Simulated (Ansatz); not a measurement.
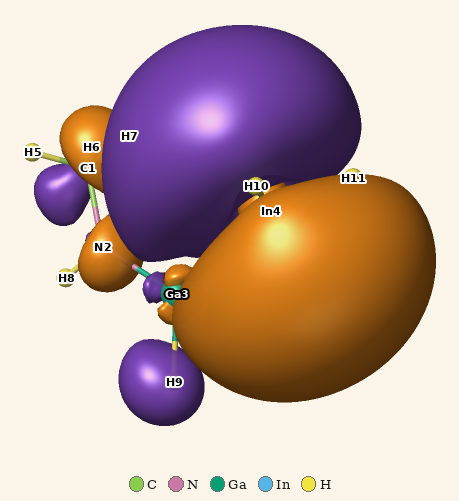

*CH$_{7}$GaInN. The LUMO at ±0.04 Å⁻³ᐟ² (orange and purple are the two phases), seen at an oblique angle.*

Geometry: PBE0-D4/def2-TZVP; core potentials replace the inner electrons of In.

All numbers below come from Ansatz, RKS PBE0-D4/def2-TZVPP.

```yaml
atoms:
  - { symbol: C, position_ang: [-0.8735, 1.5259, -0.0953] }
  - { symbol: N, position_ang: [0.1242, 1.0754, 0.8411] }
  - { symbol: Ga, position_ang: [0.9989, -0.5245, 0.8892] }
  - { symbol: In, position_ang: [0.4156, -2.2845, -0.9527] }
  - { symbol: H, position_ang: [-0.5585, 2.4183, -0.6506] }
  - { symbol: H, position_ang: [-1.8315, 1.7563, 0.3878] }
  - { symbol: H, position_ang: [-1.0704, 0.7437, -0.8351] }
  - { symbol: H, position_ang: [0.3394, 1.7636, 1.5464] }
  - { symbol: H, position_ang: [2.0244, -0.6302, 2.0800] }
  - { symbol: H, position_ang: [1.2669, -2.3735, -2.4628] }
  - { symbol: H, position_ang: [-0.8353, -3.4705, -0.7480] }
```

Question: Describe this orbital and give its energy.

Answer: Its weight (Hirshfeld) is mainly on In4 (about 75 %) and Ga3 (about 10 %). Its energy is −2.03 eV.
